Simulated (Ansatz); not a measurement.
**CH5AlFNO: density, localisation and related maps**

The calculation's input:

```
crystal:
  periodic: [false, false, false]
  atoms:
    - { symbol: "N", position_ang: [0.0025, -1.1674, 1.6329] }
    - { symbol: C, position_ang: [0.0602, -0.5661, 0.2788] }
    - { symbol: F, position_ang: [1.0771, -1.1903, -0.3933] }
    - { symbol: O, position_ang: [0.3956, 0.8274, 0.3779] }
    - { symbol: Al, position_ang: [0.203, 1.6304, -1.2991] }
    - { symbol: H, position_ang: [-0.2508, -2.1281, 1.5266] }
    - { symbol: H, position_ang: [-0.8529, -0.6894, 2.087] }
    - { symbol: H, position_ang: [-0.8509, -0.7424, -0.2735] }
    - { symbol: H, position_ang: [-1.196, 2.2308, -1.7441] }
    - { symbol: H, position_ang: [1.4953, 1.7439, -2.1903] }
basis:
  gaussian: { orbitals: def2-SVP }
hamiltonian:
  xc: b3lyp
  dispersion: d4
relax:
  f_tol: 0.015
  max_steps: 40
output:
  orbitals: {}
```

Run with:

```sh
ansatz run input.yaml --threads 2 --pin off --max-ram 3072MiB --backend cpu --events-out ev --progress --plain --runs-dir out
```

The fields are those of the run's last geometry, not of the input's.

Computed with RKS B3LYP-D4/def2-SVP (Ansatz).

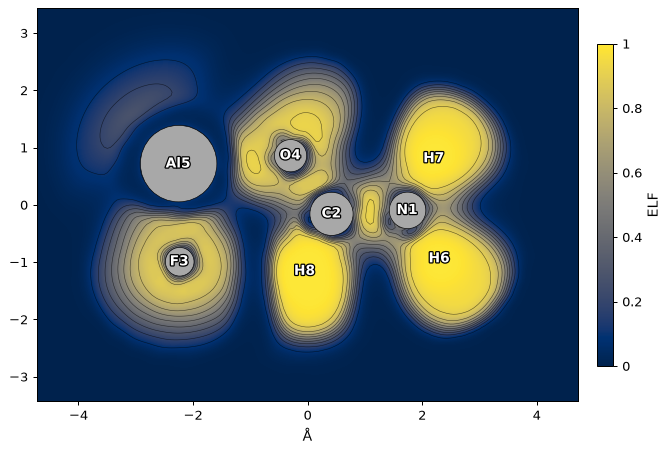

Figure 1. ELF on the plane of atoms O4, C2 and H8. Grey discs cover the atomic cores.

**Interpret the plot.**

- The plane passes through N, C, F, O, Al and H nuclei.
- C–O (1.24 Å): the ELF peaks at about 0.85 between the atoms (a short, strongly polar bond).
- C–N (1.33 Å): the ELF peaks at about 0.90 between the atoms; localised, covalent bonding.
- Al–F (1.71 Å): the ELF peaks at about 0.85 in the valence shell of F, 0.6 Å from its nucleus, and is about 0.25 at the midpoint.
- Al–O (1.96 Å): the ELF peaks at about 0.90 in the valence shell of O, 0.7 Å from its nucleus, and is about 0.40 at the midpoint.
- N–H (1.01 Å): the ELF climbs to about 1 towards the hydrogen, as it does in any bond to H: a covalent bond by its length.
- The ELF also peaks beside F3 and O4, away from the bonds: lone-pair regions.

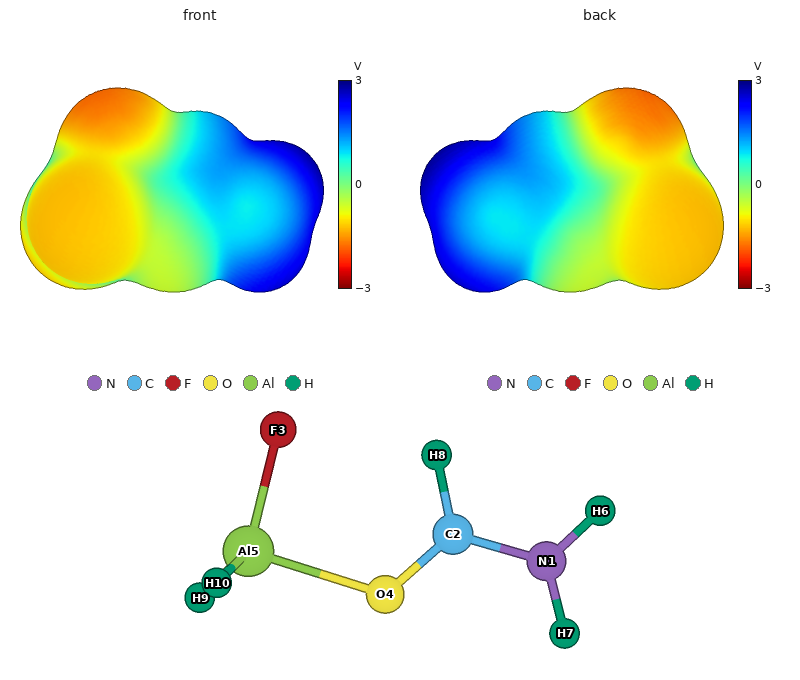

Figure 2. The molecular electrostatic potential painted on the density surface at 0.001 e/bohr³, seen from the front and from behind; red is negative and blue positive. The bare structure is drawn below in the same view.

**Which sites attract a positive test charge, and which a negative one?**

A positive charge is drawn to the negative regions and a negative charge to the positive ones. The most negative region (about −1.8 V, or −42 kcal/mol for a unit charge) lies over F3, the most positive (about +2.8 V, or +65 kcal/mol for a unit charge) over H6.
